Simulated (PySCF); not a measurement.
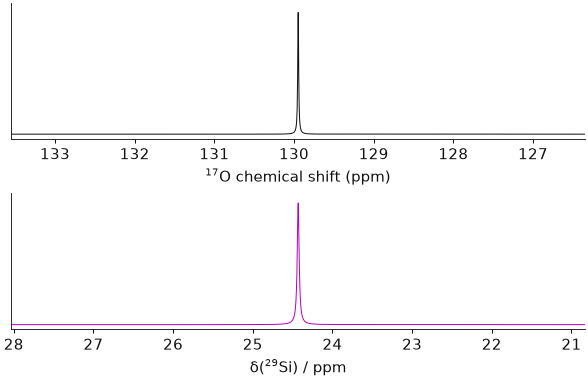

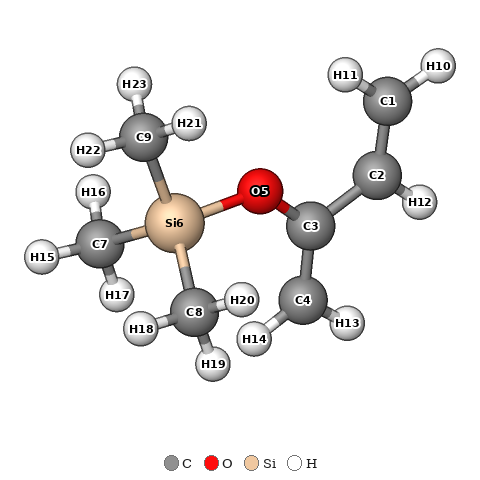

Spectrum and numbered structure of C₇H₁₄OSi, SMILES C=CC(=C)O[Si](C)(C)C. GIAO shifts, PBE0/pcSseg-1, PySCF 2.14.0, at a PBE0-D3(BJ)/def2-SVP geometry (no frequency check), against H₂O for ¹⁷O and TMS for ²⁹Si computed at the same level (¹⁷O: a single water molecule, while the usual scale starts at liquid water and gives values some tens of ppm lower). Gas phase, fully decoupled, line heights follow the number of nuclei, widths are arbitrary (no quadrupolar broadening); values of one conformer, averaged over nuclei that symmetry or rotation about single bonds exchange, these motions taken as fast; other conformers aren't averaged in.

Where does the ¹⁷O line lie?

Answer. At 129.9 ppm (O5).

Where does the ²⁹Si line lie?

Answer. At 24.4 ppm (Si6).
